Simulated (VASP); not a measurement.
Band structure of LaSe (relaxed from the rock salt structure, space group Fm-3m). Computed with PBEsol GGA, VASP's PBE PAW potentials (set 64) (plane waves; VASP).

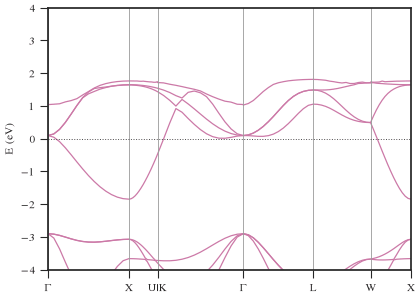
Figure: Bands along high-symmetry lines, zero at the valence-band maximum or, without a gap, the Fermi level

### Question
Read the plot: is there a gap, and where are the band edges?

### Answer
It has no gap at this level: it comes out as a metal or semimetal. (Edges off the drawn lines would not show.)

The structure was generated: LaSe was put into the rock salt type (Fm-3m), which need not be its known phase. It was relaxed first, which changed the volume by -38 %. The electron count is odd and the run is not spin-polarised, which forces a metal.
